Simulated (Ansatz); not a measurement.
Electronic density of states of amorphous Si16Ge8O48, density 2.78 g/cm³, on a 2×2×2 Γ-centred mesh with a Gaussian width of 0.1 eV; energies count from the Fermi level, whose place inside the gap is arbitrary. Cell and mesh are small, so fine structure isn't converged. Calculation: PBE, scalar-relativistic without spin-orbit coupling (plane waves to 420 eV, PAW; Ansatz, a first-principles code). Sampling: a 2×2×2 Γ-centred mesh; Fermi-Dirac width 0.02 eV; no spin polarisation. At PBE the levels at the filled edge of the gap are localised (band-tail or defect states), and the nearest spread-out levels lie 3.9 eV apart at the zone centre.

The cell was made by melting and quenching with the CHGNet potential and then relaxed with DFT. O atoms were pushed apart under 1.9 Å during the dynamics, to hinder bonds among them. The hot cell started wider than the set density and was brought back towards it in steps. It is the lowest in DFT energy of 2 quenches. It is a model cell: composition and starting density were chosen by hand, and all elements were melted together. No dispersion term was used. Its density started from a set value of 2.89 and ended at 2.78 g/cm³. The quench (nominally 390 K/ps over its main leg) was far faster than any real one, so the model tends to hold more defects than a real film. One small periodic cell is one sample of the glass; other quenches scatter about these values. Volume and shape were free in the relaxation.

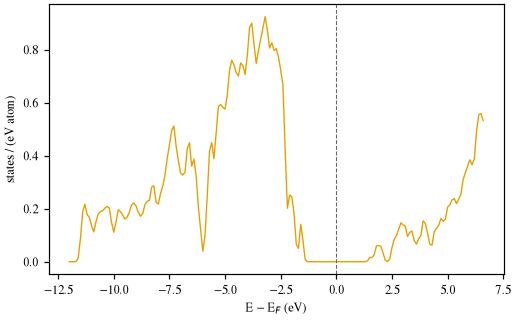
Figure. Density of states per atom

The level gap on this mesh is 3.12 eV; the broadening fills part of it in the curve.
